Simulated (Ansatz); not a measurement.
**C2F3 (trifluorovinyl radical): U-revPBE/aug-cc-pVDZ**

What is the electronic atomisation energy of C2F3 (trifluorovinyl radical) at U-revPBE/aug-cc-pVDZ? 

The results are computed with Ansatz 0.2.0.

45 further runs of the same task are left out: 3 that didn't finish, 42 set aside as unsound or not needed.

## Step 1: Starting point

C2F3 has 5 atoms, charge 0, and is taken as a doublet. As SMILES, `F[C]=C(F)F`. The coordinates come from a PBE0-D4/def2-TZVP relaxation.

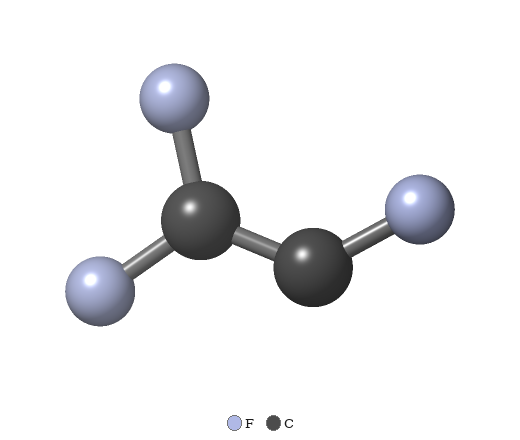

Viewed from a chosen angle; fluorine light blue, carbon dark grey.

## Step 2: The energy at U-revPBE/aug-cc-pVDZ

Contents of job.yaml:

```yaml
crystal:
  periodic: [false, false, false]
  atoms:
    - {symbol: F, position_ang: [0.577720, -1.033470, 1.511080]}
    - {symbol: C, position_ang: [0.506940, 0.038840, 0.785720]}
    - {symbol: C, position_ang: [-0.126500, 0.247860, -0.343200]}
    - {symbol: F, position_ang: [-0.848620, -0.650470, -0.980670]}
    - {symbol: F, position_ang: [-0.109540, 1.397240, -0.972920]}
basis:
  gaussian:
    orbitals: aug-cc-pVDZ
magnetization:
  spin_polarized: true
  initial_magnetization: 1
hamiltonian:
  xc: {name: revPBE}
accuracy: high
output: {orbitals: {seedname: orbitals}}
```

Started as:

```console
$ ansatz run job.yaml --threads 1 --pin off --max-ram 3480MiB --events-out events.jsonl --progress --plain --runs-dir runs
```

What it wrote:

```text
Warning: RAYON_NUM_THREADS=1 ignored (pool sized by the plan → 1); use --threads N
Functional definition: revPBE
  name "revPBE"
  parameter kappa = 1.245
  parameter beta = 0.06672455060314922
  exchange = pbe_x(kappa = kappa, mu = beta*pi^2/3)
  correlation = pbe_c(beta = beta)
2299 factors; integrals over basis functions are off by at most 2.3e-9 eV
mean field evaluation 1: about -10215.9645 eV, gradient 2.5e1 eV
mean field evaluation 2: about -10215.5879 eV, gradient 2.7e1 eV
mean field evaluation 4: about -10218.7531 eV, gradient 2.3e0 eV
mean field evaluation 8: about -10218.7640 eV, gradient 1.4e-1 eV
mean field evaluation 16: about -10218.7641 eV, gradient 4.9e-5 eV
mean field evaluation 32: about -10218.5868 eV, gradient 1.4e0 eV
mean field -10218.76414542 eV, -375.5326558171 hartree, gradient 4.3e-8 eV, S^2 0.758322; 3 other end points of the search recorded, 0 dependent functions left out
reference -10218.76415147 eV, -375.5326560395 hartree; 20, 19 occupied and 95, 96 virtual orbitals, 2299 factors
Total energy: -10218.76415147 eV, -375.5326560395 hartree
```

It took 25 s on 1 thread of Arm Neoverse N1, shared host; peak memory 0.36 GiB.

## Step 3: The C atom

Contents of input.yaml:

```yaml
crystal:
  periodic: [false, false, false]
  atoms:
    - symbol: C
      position_ang: [0.000000, 0.000000, 0.000000]
basis:
  gaussian: {orbitals: aug-cc-pVDZ}
magnetization: {spin_polarized: true, initial_magnetization: 2}
hamiltonian: {xc: {name: revPBE}}
accuracy: high
```

Run the same way, it converges to -37.84106 Eh (log not shown).

## Step 4: The F atom

Contents of in.yaml:

```yaml
crystal:
  periodic: [false, false, false]
  atoms:
    - {symbol: F, position_ang: [0.000000, 0.000000, 0.000000]}
basis:
  gaussian:
    orbitals: aug-cc-pVDZ
magnetization:
  spin_polarized: true
  initial_magnetization: 1
hamiltonian:
  xc: {name: revPBE}
accuracy: high
```

Run the same way, it converges to -99.70538 Eh (log not shown).

## Step 5: Summary of results

At U-revPBE/aug-cc-pVDZ:

```
                                    quantity          value
                      molecule: total energy  -375.53266 Eh
molecule: HOMO energy (highest over α and β)       -6.15 eV
 molecule: LUMO energy (lowest over α and β)       -4.55 eV
                              molecule: ⟨S²⟩          0.758
                        C atom: total energy   -37.84106 Eh
                                C atom: ⟨S²⟩          2.003
                        F atom: total energy   -99.70538 Eh
                                F atom: ⟨S²⟩          0.751
               electronic atomisation energy      19.984 eV
```

Taking the molecule apart into free atoms costs 19.98 eV (461 kcal/mol), before zero-point energy and without spin-orbit coupling.
